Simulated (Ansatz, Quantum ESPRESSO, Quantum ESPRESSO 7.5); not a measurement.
**Cd(0001), 6 layers: vacuum level and surface dipole**

Wanted: work functions and the surface dipole of Cd(0001), 6 layers at several levels, with their cost.

Calculated with Quantum ESPRESSO 7.5; plane-wave DFT, PBE, GBRV ultrasoft pseudopotentials (geometry and cross-check by Ansatz 0.2.0 with PAW datasets; geometry under PBE).

Experimental background.

“Anisotropic work function of elemental crystals” (2019, arxiv:1902.07811) quotes from earlier work for Cd (polycrystalline sample, no single face): work function, loosely compared (polycrystalline sample, no single face) 4.08 eV.

Report form: the programs' logs are mostly left out.

## (1) The structure

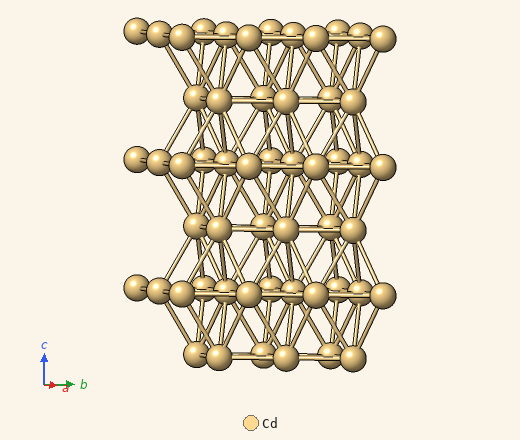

The starting structure, seen from the side, with the c axis up (cadmium orange). 2×3×1 cells are drawn. Some periodic images of atoms are drawn too.

The cell holds 6 atoms: 6 Cd. Cell: a = 2.980 Å, b = 2.980 Å, c = 30.051 Å, α = 90.0°, β = 90.0°, γ = 60.0°. It derives from Cd. Vacuum lies along c.

## (2) Geometry from Ansatz

The geometry comes first, from a plane-wave PAW code, so that the later runs on this slab share one structure.

Input file input.yaml:

```yaml
crystal:
  lattice:
    - [2.98, 0.0, 0.0]
    - [1.49, 2.5807557033, 0.0]
    - [0.0, 0.0, 30.0507]
  atoms:
    - { symbol: Cd, position: [0.6666666667, 0.6666666667, 0.2662167603] }
    - { symbol: Cd, position: [0.0, 0.0, 0.3597300562] }
    - { symbol: Cd, position: [0.6666666667, 0.6666666667, 0.4532433521] }
    - { symbol: Cd, position: [0.0, 0.0, 0.5467566479] }
    - { symbol: Cd, position: [0.6666666667, 0.6666666667, 0.6402699438] }
    - { symbol: Cd, position: [0.0, 0.0, 0.7337832397] }
kpoints:
  mp_grid: { grid: [12, 12, 1] }
hamiltonian:
  xc: pbe
scf:
  occupations: { method: fermi_dirac, width: 0.1 }
  convergence: { dr2_threshold: 1.0e-08 }
efield:
  axis: 3
  dipole_correction: true
  ramp_position: 0.97
  ramp_width: 0.04
relax:
  f_tol: 0.01
  constraints: [{ sites: [2, 3] }]
output:
  write_potential: true
  write_density: true
  volumetric_format: npy
```

The run is started by

```console
> ansatz run input.yaml --threads 4 --pin off --max-ram 8192MiB --backend cpu --events-out ev --progress --plain --runs-dir out
```

Wall time 22 s (4 threads of Intel Xeon Platinum 8259CL at 2.50GHz (Skylake/Cascade Lake), shared host); peak memory 0.94 GiB.

Step by step:

| step | energy less that of the first step (eV) | largest force component (eV/Å) |
| --- | --- | --- |
| 1 | 0.0000 | 0.1212 |
| 2 | -0.0296 | 0.0219 |
| 3 | -0.0324 | 0.0037 |

Forces are held to the 6 operations that the run works with; a distortion that breaks them can't arise in this run.

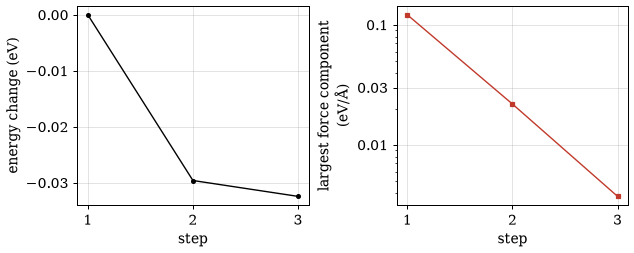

Energy and largest force along the relaxation.

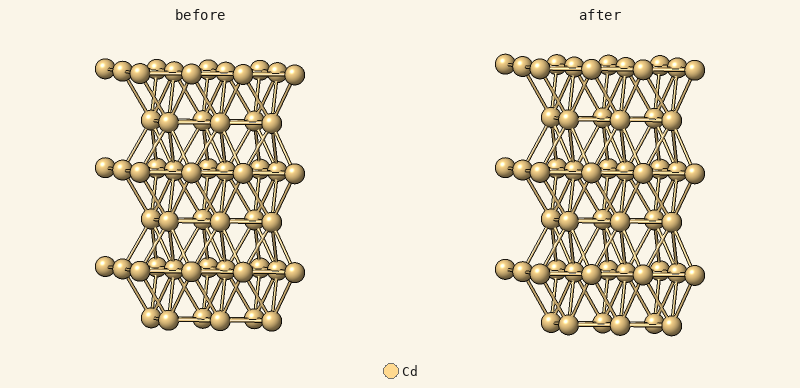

Before and after, at one scale.

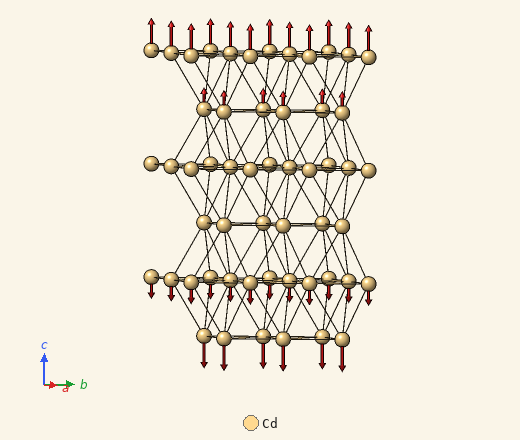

Displacements in the relaxation, exaggerated; the longest in the cell stands for 0.27 Å. 2×3×1 cells are drawn. Some periodic images of atoms are drawn too.

The atoms that moved most (Å):

| atom | dx | dy | dz | length |
| --- | --- | --- | --- | --- |
| Cd1 | 0.000 | 0.000 | -0.267 | 0.267 |
| Cd6 | 0.000 | 0.000 | 0.267 | 0.267 |
| Cd5 | 0.000 | 0.000 | 0.158 | 0.158 |
| Cd2 | 0.000 | 0.000 | -0.158 | 0.158 |

The relaxation lowers the energy by 5 meV an atom. Held were the atoms numbered 3 and 4; the forces quoted are those on the free ones.

Read from the output:

| Quantity | Value |
| --- | --- |
| free energy | -49526.5493 eV |
| energy at zero smearing | -49526.5245 eV |
| smearing term TS | 0.04956 eV |
| Fermi energy | 6.614 eV |
| symmetry operations | 6 |
| work function of the upper face | 3.788 eV |
| work function of the lower face | 3.788 eV |
| dipole along the normal | 3.89e-6 e·Å |

## (3) SCF with pw.x

One self-consistent run gives the Fermi level and the density from which pp.x builds the potential.

Level of this step: plane-wave DFT, PBE, GBRV ultrasoft pseudopotentials (Quantum ESPRESSO 7.5).

Input file scf.in:

```
&control
  prefix = 'scf'
  outdir = './out'
  pseudo_dir = './pseudo'
  calculation = 'scf'
  tprnfor = .true.
/
&system
  ibrav = 0
  nat = 6
  ntyp = 1
  ecutwfc = 40
  ecutrho = 200
  occupations = 'smearing'
  smearing = 'mv'
  degauss = 0.02
/
&electrons
  conv_thr = 1e-07
  mixing_beta = 0.4
  electron_maxstep = 120
  mixing_mode = 'local-TF'
/
ATOMIC_SPECIES
  Cd  112.4140  cd_pbe_v1.uspp.F.UPF
CELL_PARAMETERS angstrom
  2.98000000001292 0.00000000000000 0.00000000000000
  1.49000000000646 2.58075570328881 0.00000000000000
  0.00000000000000 0.00000000000000 30.05070000000000
ATOMIC_POSITIONS crystal
  Cd  0.666666666667 0.666666666667 0.257341309418
  Cd  -0.000000000000 0.000000000000 0.354467647103
  Cd  0.666666666667 0.666666666667 0.453243352100
  Cd  0.000000000000 0.000000000000 0.546756647900
  Cd  0.666666666667 0.666666666667 0.645532352976
  Cd  -0.000000000000 0.000000000000 0.742658679315
K_POINTS automatic
  12 12 1 0 0 0
```

The run is started by

```console
> OMP_NUM_THREADS=1 mpirun -n 4 pw.x -nk 4 -in scf.in > scf.out
```

Wall time 74 s (4 MPI ranks); peak memory 0.6 GiB; 4.9 min of CPU time.

Numbers from this step:

| Item | Value |
| --- | --- |
| free energy | -9365.2408 eV |
| Fermi energy | 4.952 eV |

The program's own clock; routines nest. Time by routine:

| routine | wall time (s) | calls |
| --- | --- | --- |
| PWSCF | 72.86 | 1 |
| electrons | 67.64 | 1 |
| c_bands | 47.92 | 13 |
| cegterg | 37.57 | 65 |
| h_psi | 30.03 | 355 |
| fftw | 26 | 17909 |
| vloc_psi | 25.67 | 355 |
| sum_band | 8.99 | 13 |
| mix_rho | 7.1 | 13 |
| init_run | 4.49 | 1 |
| ffts | 3.95 | 1469 |
| calbec | 3.1 | 440 |
| wfcinit | 2.36 | 1 |
| h_psi:calbec | 2.23 | 355 |

The run needed 13 iterations to bring the estimated error under 1e-07 Ry; the largest force on any atom, held or free, is 0.13 eV/Å.

## (4) Potential by pp.x

plot_num = 11 writes the bare and Hartree potential. It leaves out exchange and correlation, which fade slowly, so it flattens close to the surface.

Input file pot.in:

```
&inputpp
  prefix = 'scf'
  outdir = './out'
  filplot = 'pot.dat'
  plot_num = 11
/
```

The run is started by

```console
> OMP_NUM_THREADS=1 mpirun -n 4 pp.x -in pot.in > pot.out
```

Elapsed: 1.5 s, on 4 MPI ranks; peak memory 0.1 GiB.

Read from the output:

| Item | Value |
| --- | --- |
| work function of the upper face | 3.786 eV |
| slope of the potential above | 7.16e-4 eV/Å |
| upper vacuum line continued to the top atoms, over the Fermi level | 3.782 eV |
| work function of the lower face | 3.786 eV |
| slope of the potential below | -4.52e-4 eV/Å |
| lower vacuum line continued to the bottom atoms, over the Fermi level | 3.783 eV |

The potential energy, planar mean oscillates, so the rows of the table below give means over windows of 2.93 Å about each position, cut where the curve ends. Its maxima inside the range that stand out by 2 % of the span (Å: eV): 9.2: 1.48, 12.1: 1.58, 15.0: 1.05, 18.0: 1.58, 20.9: 1.48. Its minima: 7.7: -14.0, 10.7: -14.1, 13.6: -14.3, 16.4: -14.3, 19.4: -14.1, 22.3: -14.0.

Electrostatic potential energy of an electron; zero at the Fermi level. Table of potential energy, planar mean by z; means over each step:

| z (Å) | potential energy, planar mean (eV) |
| --- | --- |
| 1.47 | 3.79 |
| 4.40 | 3.72 |
| 7.33 | -5.11 |
| 10.26 | -5.57 |
| 13.19 | -5.61 |
| 16.12 | -5.77 |
| 19.05 | -5.54 |
| 21.98 | -5.47 |
| 24.91 | 3.37 |
| 27.84 | 3.79 |

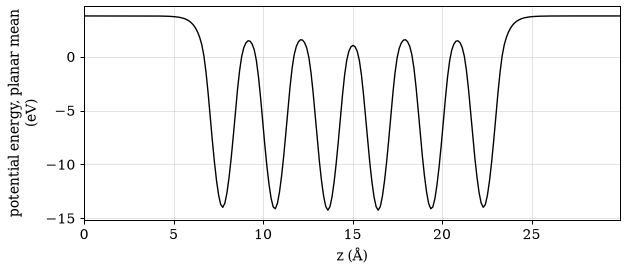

Potential energy, planar mean, plotted against z.

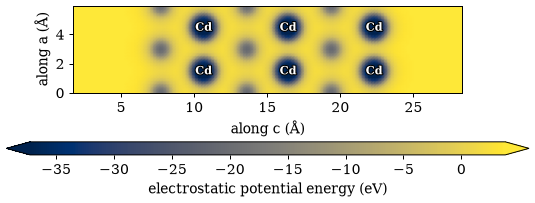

Electrostatic potential energy in the ca plane at fractional y = 0.000, with atoms of Cd within 0.2 Å of it. With pseudopotentials it is smooth inside the atoms' cores, unlike the true potential. The map starts off the cell's origin, so that atoms lie inside it. The far vacuum is left out of the map.

The vacuum is flat to 0.7 meV/Å, so its level is well defined. Inside the slab the curve depends on the local part of the pseudopotentials; only the vacuum level has a meaning of its own.

## (5) Macroscopic average

average.x takes the planar mean and smooths it over a window of one repeat.

Input file avg.in:

```
1
pot.dat
1.0
428
3
5.3103949719
```

The run is started by

```console
> OMP_NUM_THREADS=1 average.x < avg.in > avg.out
```

It took 1.1 s on 1 MPI rank; peak memory 0.11 GiB.

Read from the output:

| Quantity | Value |
| --- | --- |
| average.x's running mean inside the slab, on the run's own zero | -0.8050 eV |
| mean potential by an exact Fourier window inside the slab, on the run's own zero | -0.8001 eV |

The potential energy (planar mean) oscillates, so the rows of the table below give means over windows of 2.91 Å about each position, cut where the curve ends. Its maxima inside the range that stand out by 2 % of the span (Å: eV): 9.2: 1.49, 12.1: 1.59, 15.0: 1.05, 17.9: 1.59, 20.9: 1.45. Its minima: 7.7: -14.0, 10.7: -14.1, 13.6: -14.3, 16.4: -14.3, 19.4: -14.1, 22.3: -14.0.

Electrostatic potential energy of an electron; zero at the Fermi level; window 2.8101 Å. The potential energy by z; means over each step:

```
z (Å)  planar mean (eV)  running mean (eV)
 1.46              3.79               3.79
 4.37              3.72               3.51
 7.28             -5.09              -3.90
10.19             -5.60              -5.56
13.10             -5.62              -5.62
16.01             -5.86              -5.92
18.91             -5.56              -5.50
21.83             -5.52              -5.33
24.73              3.17               1.97
27.65              3.79               3.78
```

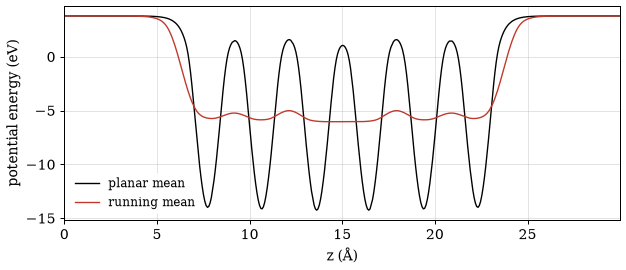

Potential energy against z.

Where the running mean is not flat inside, average.x's window, rounded to the grid, doesn't match the spacings there.

## (6) Density by pp.x

plot_num = 0 writes the valence density.

Input file rho.in:

```
&inputpp
  prefix = 'scf'
  outdir = './out'
  filplot = 'rho.dat'
  plot_num = 0
/
```

The run is started by

```console
> OMP_NUM_THREADS=1 mpirun -n 4 pp.x -in rho.in > rho.out
```

It took 1.5 s on 4 MPI ranks; peak memory 0.11 GiB.

This step gave:

| Property | Result |
| --- | --- |
| electrons by integration | 72.00 e |

The valence density, planar mean oscillates, so the rows of the table below give means over windows of 2.93 Å about each position, cut where the curve ends. Its maxima inside the range that stand out by 2 % of the span (Å: e/Å³): 7.9: 1.24, 10.8: 1.24, 13.5: 1.23, 16.6: 1.23, 19.3: 1.24, 22.2: 1.24. Its minima: 9.2: 0.0925, 12.1: 0.0883, 15.0: 0.106, 18.0: 0.0883, 20.9: 0.0925.

Mean over planes. Valence density, planar mean against z; means over each step:

```csv
z (Å),"valence density, planar mean (e/Å³)"
1.47,2.3e-6
4.40,0.00214
7.33,0.515
10.26,0.533
13.19,0.531
16.12,0.537
19.05,0.531
21.98,0.531
24.91,0.0139
27.84,1.3e-5
```

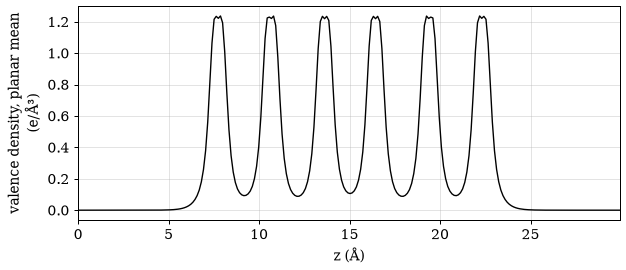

Valence density, planar mean, plotted against z.

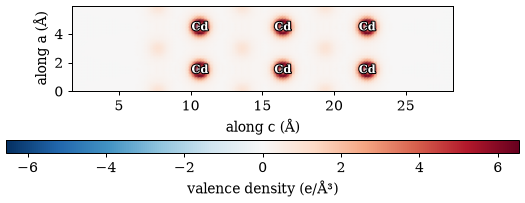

Valence density in the ca plane at fractional y = 0.000, with atoms of Cd within 0.2 Å of it. It is the smooth field of the valence electrons, not physical close to the nuclei. The map starts off the cell's origin, so that atoms lie inside it. The far vacuum is left out of the map.

The density integrates to 72.000 electrons, as the 72 of the input ask.

## (7) Projected density of states

Projections on atomic orbitals tell which layers and orbitals hold the states near the zero of energy.

Input file pdos.in:

```
&projwfc
  prefix = 'scf'
  outdir = './out'
  filpdos = 'pdos'
  Emin = -3.048
  Emax = 8.952
  DeltaE = 0.1
  ngauss = 0
  degauss = 0.01
/
```

The run is started by

```console
> OMP_NUM_THREADS=1 mpirun -n 4 projwfc.x -in pdos.in > pdos.out
```

It took 2.1 s on 4 MPI ranks; peak memory 0.24 GiB; 7.9 s of CPU time.

This step gave:

- spilling of the projection: 0.001

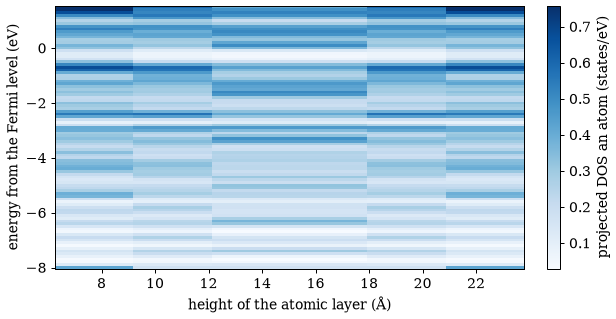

Projected DOS an atom over height of the atomic layer and energy from the Fermi level. Columns are the atomic layers from the bottom up.

The atomic orbitals miss 0.1 % of the occupied states; for empty states the projections can miss much more.

## (8) Self-consistent run: open boundaries by the effective screening medium

Open boundaries by another road: assume_isolated = 'esm' with bc1, the slab centred on z = 0.

Input file esm.in:

```
&control
  prefix = 'esm'
  outdir = './out'
  pseudo_dir = './pseudo'
  calculation = 'scf'
  tprnfor = .true.
/
&system
  ibrav = 0
  nat = 6
  ntyp = 1
  ecutwfc = 40
  ecutrho = 200
  occupations = 'smearing'
  smearing = 'mv'
  degauss = 0.02
  assume_isolated = 'esm'
  esm_bc = 'bc1'
/
&electrons
  conv_thr = 1e-07
  mixing_beta = 0.4
  electron_maxstep = 120
  mixing_mode = 'local-TF'
/
ATOMIC_SPECIES
  Cd  112.4140  cd_pbe_v1.uspp.F.UPF
CELL_PARAMETERS angstrom
  2.98000000001292 0.00000000000000 0.00000000000000
  1.49000000000646 2.58075570328881 0.00000000000000
  0.00000000000000 0.00000000000000 30.05070000000000
ATOMIC_POSITIONS crystal
  Cd  0.666666666667 0.666666666667 -0.242658684949
  Cd  -0.000000000000 0.000000000000 -0.145532347263
  Cd  0.666666666667 0.666666666667 -0.046756642266
  Cd  0.000000000000 0.000000000000 0.046756653534
  Cd  0.666666666667 0.666666666667 0.145532358610
  Cd  -0.000000000000 0.000000000000 0.242658684949
K_POINTS automatic
  12 12 1 0 0 0
```

The run is started by

```console
> OMP_NUM_THREADS=1 mpirun -n 4 pw.x -nk 4 -in esm.in > esm.out
```

Run time: 2.9 min. Hardware: 4 MPI ranks; peak memory 0.69 GiB; 12 min of CPU time.

This step gave:

* Fermi energy: -3.784 eV
* vacuum line at the lower end of the cell, over the Fermi level: 3.784 eV
* vacuum line at the upper end of the cell, over the Fermi level: 3.784 eV

The potential energy, planar mean oscillates, so the rows of the table below give means over windows of 2.94 Å about each position, cut where the curve ends. Its maxima inside the range that stand out by 2 % of the span (Å: eV): -5.9: 1.48, -2.9: 1.58, 0.0: 1.06, 2.9: 1.58, 5.9: 1.48. Its minima: -7.3: -14.0, -4.3: -14.1, -1.4: -14.2, 1.4: -14.2, 4.3: -14.1, 7.3: -14.0.

Electrostatic potential energy of an electron; zero at the Fermi level. Potential energy, planar mean against z; means over each step:

```
 z (Å)  potential energy, planar mean (eV)
-13.56                                3.78
-10.62                                3.71
 -7.68                               -5.10
 -4.74                               -5.54
 -1.80                               -5.60
  1.14                               -5.74
  4.08                               -5.51
  7.02                               -5.43
  9.96                                3.44
 12.90                                3.78
```

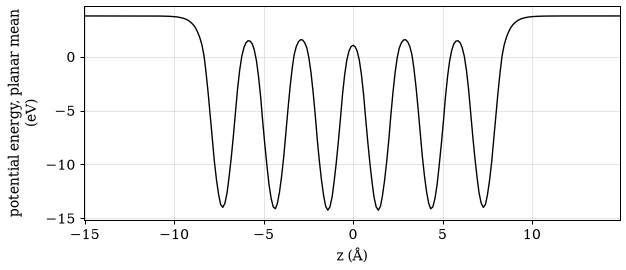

Potential energy, planar mean against z.

The vacuum levels are read from the outermost 0.7 Å of the cell on either side.

The run needed 18 iterations to bring the estimated error under 1e-07 Ry; the largest force on any atom, held or free, is 0.13 eV/Å.

The upper level is 3.784 eV against 3.786 eV from the periodic run.

## (9) SCF with pw.x: RPBE, GBRV ultrasoft

The geometry stays; functional or pseudopotentials change.

Level of this step: plane-wave DFT, RPBE, GBRV ultrasoft pseudopotentials made under PBE (Quantum ESPRESSO 7.5). input_dft overrides the functional of the files.

Input file gbrv-rpbe.in:

```
&control
  prefix = 'gbrv-rpbe'
  outdir = './out'
  pseudo_dir = './pseudo'
  calculation = 'scf'
  tprnfor = .true.
/
&system
  ibrav = 0
  nat = 6
  ntyp = 1
  ecutwfc = 40
  ecutrho = 200
  input_dft = 'rpbe'
  occupations = 'smearing'
  smearing = 'mv'
  degauss = 0.02
/
&electrons
  conv_thr = 1e-07
  mixing_beta = 0.4
  electron_maxstep = 120
  mixing_mode = 'local-TF'
/
ATOMIC_SPECIES
  Cd  112.4140  cd_pbe_v1.uspp.F.UPF
CELL_PARAMETERS angstrom
  2.98000000001292 0.00000000000000 0.00000000000000
  1.49000000000646 2.58075570328881 0.00000000000000
  0.00000000000000 0.00000000000000 30.05070000000000
ATOMIC_POSITIONS crystal
  Cd  0.666666666667 0.666666666667 0.257341309418
  Cd  -0.000000000000 0.000000000000 0.354467647103
  Cd  0.666666666667 0.666666666667 0.453243352100
  Cd  0.000000000000 0.000000000000 0.546756647900
  Cd  0.666666666667 0.666666666667 0.645532352976
  Cd  -0.000000000000 0.000000000000 0.742658679315
K_POINTS automatic
  12 12 1 0 0 0
```

The run is started by

```console
> OMP_NUM_THREADS=1 mpirun -n 4 pw.x -nk 4 -in gbrv-rpbe.in > gbrv-rpbe.out
```

The job ended after 77 s (4 MPI ranks; peak memory 0.56 GiB).

Numbers from this step:

```
free energy  : -9371.3098 eV
Fermi energy : 5.109 eV
```

## (10) Potential by pp.x

Input file gbrv-rpbe.pot.in:

```
&inputpp
  prefix = 'gbrv-rpbe'
  outdir = './out'
  filplot = 'gbrv-rpbe.pot.dat'
  plot_num = 11
/
```

The run is started by

```console
> OMP_NUM_THREADS=1 mpirun -n 4 pp.x -in gbrv-rpbe.pot.in > gbrv-rpbe.pot.out
```

Run time: 1.5 s. Hardware: 4 MPI ranks; peak memory 0.11 GiB; 5.3 s of CPU time.

Read from the output:

| Property | Result |
| --- | --- |
| work function of the upper face | 3.620 eV |
| slope of the potential above | 8.49e-4 eV/Å |
| upper vacuum line continued to the top atoms, over the Fermi level | 3.616 eV |
| work function of the lower face | 3.620 eV |
| slope of the potential below | -5.40e-4 eV/Å |
| lower vacuum line continued to the bottom atoms, over the Fermi level | 3.617 eV |

The upper face goes from 3.786 eV (PBE, GBRV) to 3.620 eV, a change of -0.166 eV.

## (11) Self-consistent run: PBEsol, GBRV ultrasoft

Level of this step: plane-wave DFT, PBEsol, GBRV ultrasoft pseudopotentials (Quantum ESPRESSO 7.5).

gbrv-pbesol.in, as its differences from the input of step 9:

```diff
@@ -1,3 +1,3 @@
 &control
-  prefix = 'gbrv-rpbe'
+  prefix = 'gbrv-pbesol'
   outdir = './out'
@@ -13,3 +13,2 @@
   ecutrho = 200
-  input_dft = 'rpbe'
   occupations = 'smearing'
@@ -25,3 +24,3 @@
 ATOMIC_SPECIES
-  Cd  112.4140  cd_pbe_v1.uspp.F.UPF
+  Cd  112.4140  cd_pbesol_v1.uspp.F.UPF
 CELL_PARAMETERS angstrom
```

The run is started by

```console
> OMP_NUM_THREADS=1 mpirun -n 4 pw.x -nk 4 -in gbrv-pbesol.in > gbrv-pbesol.out
```

Elapsed: 94 s, on 4 MPI ranks; peak memory 0.69 GiB; 6.3 min of CPU time.

Read from the output:

* free energy: -9345.5415 eV
* Fermi energy: 4.786 eV

## (12) Electrostatic potential

Input file gbrv-pbesol.pot.in:

```
&inputpp
  prefix = 'gbrv-pbesol'
  outdir = './out'
  filplot = 'gbrv-pbesol.pot.dat'
  plot_num = 11
/
```

The run is started by

```console
> OMP_NUM_THREADS=1 mpirun -n 4 pp.x -in gbrv-pbesol.pot.in > gbrv-pbesol.pot.out
```

Run time: 1.7 s. Hardware: 4 MPI ranks; peak memory 0.11 GiB; 5.6 s of CPU time.

This step gave:

* work function of the upper face: 3.898 eV
* slope of the potential above: 6.03e-4 eV/Å
* upper vacuum line continued to the top atoms, over the Fermi level: 3.895 eV
* work function of the lower face: 3.898 eV
* slope of the potential below: -3.78e-4 eV/Å
* lower vacuum line continued to the bottom atoms, over the Fermi level: 3.896 eV

The upper face goes from 3.786 eV (PBE, GBRV) to 3.898 eV, a change of +0.112 eV.

## (13) SCF with pw.x: PW91, GBRV ultrasoft

Level of this step: plane-wave DFT, PW91, GBRV ultrasoft pseudopotentials made under PBE (Quantum ESPRESSO 7.5). input_dft overrides the functional of the files.

gbrv-pw91.in, as its differences from the input of step 11:

```diff
@@ -1,3 +1,3 @@
 &control
-  prefix = 'gbrv-pbesol'
+  prefix = 'gbrv-pw91'
   outdir = './out'
@@ -13,2 +13,3 @@
   ecutrho = 200
+  input_dft = 'pw91'
   occupations = 'smearing'
@@ -24,3 +25,3 @@
 ATOMIC_SPECIES
-  Cd  112.4140  cd_pbesol_v1.uspp.F.UPF
+  Cd  112.4140  cd_pbe_v1.uspp.F.UPF
 CELL_PARAMETERS angstrom
```

The run is started by

```console
> OMP_NUM_THREADS=1 mpirun -n 4 pw.x -nk 4 -in gbrv-pw91.in > gbrv-pw91.out
```

Wall time 82 s (4 MPI ranks); peak memory 0.69 GiB; 5.4 min of CPU time.

Numbers from this step:

| Property | Result |
| --- | --- |
| free energy | -9377.5686 eV |
| Fermi energy | 4.899 eV |

## (14) Electrostatic potential

Input file gbrv-pw91.pot.in:

```
&inputpp
  prefix = 'gbrv-pw91'
  outdir = './out'
  filplot = 'gbrv-pw91.pot.dat'
  plot_num = 11
/
```

The run is started by

```console
> OMP_NUM_THREADS=1 mpirun -n 4 pp.x -in gbrv-pw91.pot.in > gbrv-pw91.pot.out
```

Wall time 1.7 s (4 MPI ranks); peak memory 0.11 GiB.

Read from the output:

* work function of the upper face: 3.819 eV
* slope of the potential above: 5.16e-4 eV/Å
* upper vacuum line continued to the top atoms, over the Fermi level: 3.817 eV
* work function of the lower face: 3.819 eV
* slope of the potential below: -3.18e-4 eV/Å
* lower vacuum line continued to the bottom atoms, over the Fermi level: 3.818 eV

The upper face goes from 3.786 eV (PBE, GBRV) to 3.819 eV, a change of +0.034 eV.

(Part 1 of 2 ends here.)

[Logs are printed without paths, hosts, clocks, repeated set-up lines and the standing remarks that a program may print on its own settings, such as how far it seeks lower states.]

[Hosts, paths, dates, database ids (printed as entryN), source tags and the programs' standing remarks are cut or masked in the printed files.]

[Maps of the electrostatic potential energy from Ansatz leave out the sawtooth potential of an applied field or a dipole correction, so their vacuum need not be flat; planar profiles and work functions include it.]
